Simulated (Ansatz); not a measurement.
**MP2/def2-SVP run of CH3BF2S (SMILES CSB(F)F)**

What is the energy change on altering one bond length of CH3BF2S at MP2/def2-SVP? 

Program for the calculation: Ansatz 0.2.0.

112 further runs of the same task are left out: 112 set aside as unsound or not needed. Runs told in other sessions of the task aren't counted.

## Step 1: The structure to begin with

The species is CH3BF2S (8 atoms), meant as a singlet with charge 0. SMILES: `CSB(F)F`. The shape is that of a PBE0-D4/def2-TZVP optimisation.

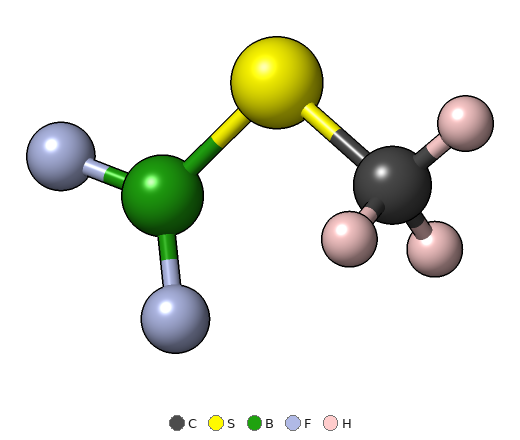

The structure, seen from a chosen angle (carbon dark grey, sulfur yellow, boron green, fluorine light blue, hydrogen pink).

## Step 2: The energy at MP2/def2-SVP

Contents of run.yaml:

```yaml
crystal:
  periodic: [false, false, false]
  atoms:
    - {symbol: C, position_ang: [-0.803300, 0.136900, 0.921900]}
    - {symbol: S, position_ang: [0.719300, -0.779600, 0.569900]}
    - {symbol: B, position_ang: [1.068100, -0.245300, -1.103500]}
    - {symbol: F, position_ang: [2.133800, -0.711800, -1.727700]}
    - {symbol: F, position_ang: [0.295400, 0.609600, -1.753200]}
    - {symbol: H, position_ang: [-0.637500, 1.209000, 0.840300]}
    - {symbol: H, position_ang: [-1.080700, -0.107300, 1.946100]}
    - {symbol: H, position_ang: [-1.603000, -0.168600, 0.250500]}
basis:
  gaussian:
    orbitals: def2-SVP
magnetization:
  spin_polarized: false
  initial_magnetization: 0
correlation:
  method: mp2
  frozen_orbitals: {B: 1, C: 1, F: 1, H: 0, S: 5}
accuracy: high
```

On the command line:

```bash
$ ansatz run run.yaml --threads 1 --pin off --max-ram 2610MiB --events-out events.jsonl --progress --plain --runs-dir runs
```

Log:

```text
Warning: RAYON_NUM_THREADS=1 ignored (pool sized by the plan → 1); use --threads N
Functional definition: HF
  name "HF"
  exchange = exact_x
  correlation = 0
2007 factors; integrals over basis functions are off by at most 7.5e-9 eV
mean field evaluation 1: about -17971.4157 eV, gradient 3.3e1 eV
mean field evaluation 2: about -17971.5304 eV, gradient 3.3e1 eV
mean field evaluation 4: about -17973.8623 eV, gradient 2.8e0 eV
mean field evaluation 8: about -17973.8944 eV, gradient 1.2e-1 eV
mean field evaluation 16: about -17973.8945 eV, gradient 3.0e-8 eV
mean field -17973.89452952 eV, -660.5284408168 hartree, gradient 3.0e-8 eV, S^2 0.000000; 0 other end points of the search recorded, 0 dependent functions left out
9 core orbitals not correlated: weight in the atoms' cores, before any rotation towards them, 1.000 or more for the frozen orbitals, at most 0.000 for the correlated occupied ones
reference -17973.89452952 eV, -660.5284408168 hartree; 15, 15 occupied and 65, 65 virtual orbitals, 2007 factors
second order -19.60100318 eV of doubles, -0.00000000 eV of singles
Total energy: -17993.49553270 eV, -661.2487643975 hartree
```

It took 3 s on 1 thread of Arm Neoverse V1, shared host; peak memory 0.25 GiB.

## Step 3: The distorted shape

Contents of job.yaml:

```yaml
crystal:
  periodic: [false, false, false]
  atoms:
    - symbol: C
      position_ang: [-2.082164, 0.696711, 1.670954]
    - symbol: S
      position_ang: [-0.559564, -0.219789, 1.318954]
    - symbol: B
      position_ang: [-0.210764, 0.314511, -0.354446]
    - symbol: F
      position_ang: [2.133800, -0.711800, -1.727700]
    - symbol: F
      position_ang: [-0.983464, 1.169411, -1.004146]
    - symbol: H
      position_ang: [-1.916364, 1.768811, 1.589354]
    - symbol: H
      position_ang: [-2.359564, 0.452511, 2.695154]
    - symbol: H
      position_ang: [-2.881864, 0.391211, 0.999554]
basis:
  gaussian: {orbitals: def2-SVP}
correlation: {method: mp2, frozen_orbitals: {B: 1, C: 1, F: 1, H: 0, S: 5}}
accuracy: high
```

On the command line:

```bash
$ ansatz run job.yaml --threads 1 --pin off --max-ram 2610MiB --events-out events.jsonl --progress --plain --runs-dir runs
```

Log, cut to the lines that bear on the results:

```text
Warning: RAYON_NUM_THREADS=1 ignored (pool sized by the plan → 1); use --threads N
[... 2 set-up lines as earlier in the session ...]
[...]
1943 factors; integrals over basis functions are off by at most 5.9e-9 eV
[...]
mean field -17965.89887622 eV, -660.2346059774 hartree, gradient 2.2e-8 eV, S^2 0.000000; 0 other end points of the search recorded, 0 dependent functions left out; unrestricted orbitals would lower it
[...]
unrestricted determinant -17968.26714677 eV, -660.3216383148 hartree, S^2 0.9607
9 core orbitals not correlated: weight in the atoms' cores, before any rotation towards them, 1.000 or more for the frozen orbitals, at most 0.000 for the correlated occupied ones
reference -17965.89887622 eV, -660.2346059774 hartree; 15, 15 occupied and 65, 65 virtual orbitals, 1943 factors
second order -20.45981113 eV of doubles, -0.00000000 eV of singles
Total energy: -17986.35868735 eV, -660.9864901684 hartree
```

Wall time 5.4 s (1 thread of Arm Neoverse V1, shared host); peak memory 0.28 GiB.

## Step 4: Results

At MP2/def2-SVP, 9 core orbitals frozen:

```
                                                         quantity          value
                                        first shape: total energy  -661.24876 Eh
         first shape: correlation energy (9 core orbitals frozen)     -720.3 mEh
                                    distorted shape: total energy  -660.98649 Eh
     distorted shape: correlation energy (9 core orbitals frozen)     -751.9 mEh
energy change with the B3–F4 bond stretched from 1.320 to 2.905 Å       7.137 eV
```

What this shows: With the B3–F4 bond stretched from 1.320 to 2.905 Å the energy rises by 7.14 eV (165 kcal/mol). The first shape isn't relaxed at this level, so the change isn't measured from a minimum. A restricted reference can't describe the breaking bond well at this length. The restricted solution (distorted shape) is unstable to spin breaking: an unrestricted one lies lower.
